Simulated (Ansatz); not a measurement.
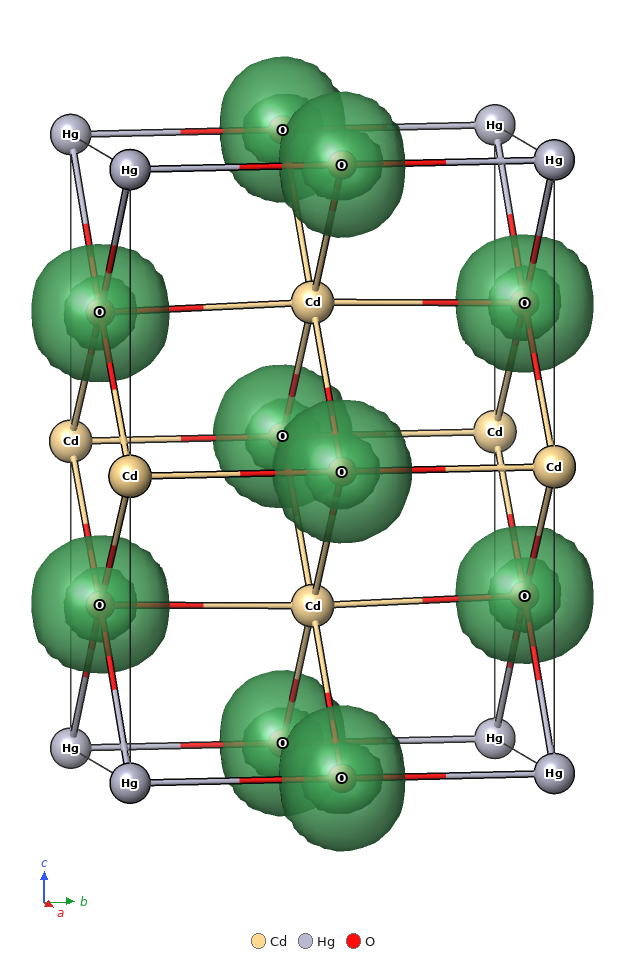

The picture shows: Cd3HgO4. Isosurface of the ELF at 0.75 (green), seen slightly off an axis. Core shells and regions of very low density are left out. Sticks mark near contacts.

Space group Pmmm; a structure generated by program, which may or may not match a known phase.

Computed with Ansatz, DFT PBE, spin-orbit coupling, plane waves, PAW.

Q: Describe the localisation domains.

A: At this value the surface marks out four regions wrapped around O (the valence shell of each), counted in one cell of 8 atoms. Regions shared between cells count once. Profiles from the grid: Cd–O (2.36 Å): the ELF is about 0.10 at the midpoint: no shared electron pair shows on this line. Hg–O (2.39 Å): the ELF is about 0.15 at the midpoint: no localised pair shows between them.
